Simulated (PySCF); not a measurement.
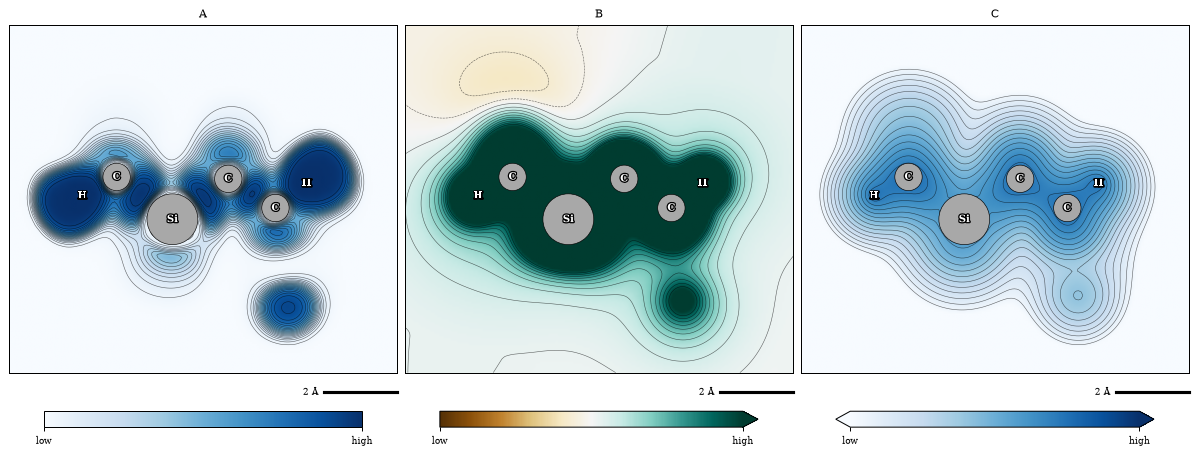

C4H9Cl2NSi: 3 fields on the plane of atoms C4, Si5 and C6, with unlabelled colour scales. Grey discs cover the atomic cores.

Geometry: GFN2-xTB.

The calculation used B3LYP/def2-SVPD, SCF density, gas phase in PySCF.

**Which field does each panel show? The fields are: electron density, electron localisation function and electrostatic potential.**

Panel A: electron localisation function. Panel B: electrostatic potential (strongly positive close to the atoms and fading to about zero outside). Panel C: electron density. From the grid: C–Si (1.90 Å): the density is about 0.94 e/Å³ at the midpoint; the ELF peaks at about 0.95 between the atoms; a covalent bond.
